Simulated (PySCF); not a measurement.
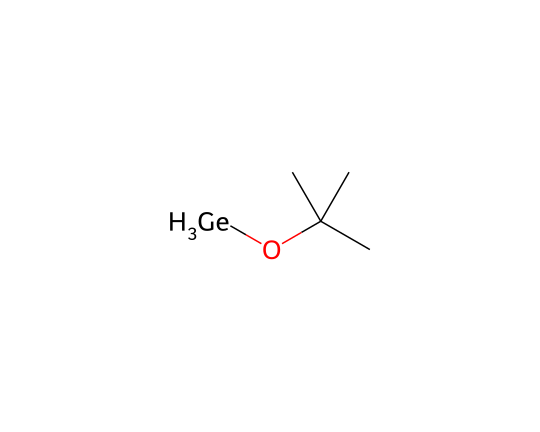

Simulated data, not a measurement (program: PySCF).

Give its SMILES.

CC(C)(C)[O][GeH3]

What is the molecular formula?

C4H12GeO.

An optimisation with GFN2-xTB gave a structure of which point group?

Cs.
